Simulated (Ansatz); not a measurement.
Starting cell, Cu (fcc, Cu type):

```
Cu
1.0
    3.56339     0.00000     0.00000
    0.00000     3.56339     0.00000
    0.00000     0.00000     3.56339
Cu
4
Cartesian
  0.00000   0.00000   0.00000
  1.78169   1.78169   0.00000
  1.78169   0.00000   1.78169
  0.00000   1.78169   1.78169
```

In each cell atom 4 (Cu, nearest neighbour Cu at 2.520 Å; its periodic images, 3.6 Å or more away, move with it) moves by s·(0.577, 0.577, 0.577) (along Cartesian [111]), the rest being held.

The numbers are results of PBEsol (plane waves to 420 eV, PAW, scalar-relativistic; Ansatz, a program for electronic structure), not measurements. k mesh 11×11×11 (Γ-centred), Fermi-Dirac smearing 0.05 eV. Energies are smeared free energies. Compression counts positive. Left out: 2 of 11 points, with atoms too close for the PAW data. With partly filled bands, energies and forces of such displacements shift with the k mesh and the smearing. Cu is run without spin polarisation. Cu was relaxed with its symmetry unable to fall. The PAW data are Ansatz's earlier set. The zero of ΔE is the undisplaced structure.

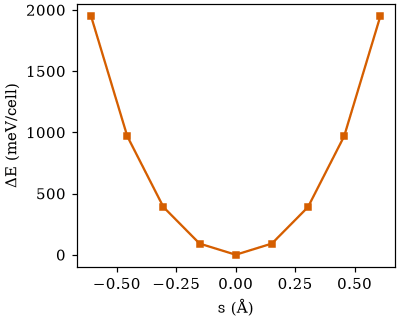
*ΔE (meV/cell) against s (Å); markers are the computed points, lines only join them.*

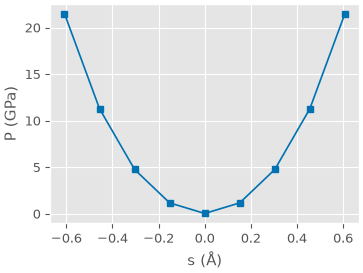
Figure: P (GPa) against s (Å); one marker a computed point.

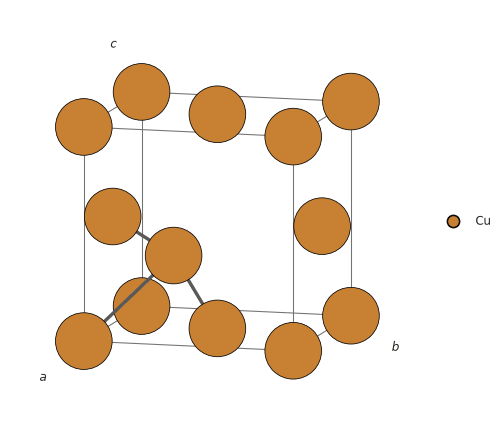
Figure: The cell of the calculation at s = -0.608 Å.

The energy at s = 0.608 Å is 1947 meV/cell and the force along the line at s = -0.608 Å is 8.09 eV/Å. The force constant k = d²E/ds² at s = 0 (finite differences) is 7.72 eV/Å². Symmetry of the curve: even: the same for both signs. Shape of the curve: a single well with its minimum at or next to zero displacement.

With its periodic images moving along, the atom's site symmetry in this cell is m-3m.

(For displaced atoms, the force is minus the slope of the energy, and its curvature is a force constant, which sets phonon frequencies.)
